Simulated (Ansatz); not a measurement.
The structure below was relaxed with PBEsol/PAW in Ansatz (a program for electronic structure), spin-orbit coupling left out, at pressure 4.5 GPa.

```
TlBr
1.0
    3.75906     0.00000     0.00000
    0.00000     3.75906     0.00000
    0.00000     0.00000     3.75906
Tl Br
1 1
Direct
  0.00000   0.00000   0.00000
  0.50000   0.50000   0.50000
```

**Question.** Find the space group and the Wyckoff positions.

**Answer.** Space group Pm-3m (No. 221); a = b = c = 3.759 Å, α = β = γ = 90.00°

| atom | site | symmetry | x | y | z |
|---|---|---|---|---|---|
| Tl | 1a | m-3m | 0.0000 | 0.0000 | 0.0000 |
| Br | 1b | m-3m | 0.5000 | 0.5000 | 0.5000 |

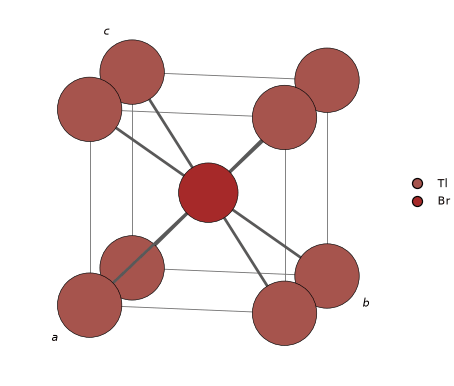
Figure. The conventional cell

Load acts through the strain it causes; cell and atoms are relaxed under it. Whether these cells are dynamically stable was not tested. The cell was made from TlBr in the CsCl type structure (space group Pm-3m, No. 221) by this change: pressure 4.5 GPa.
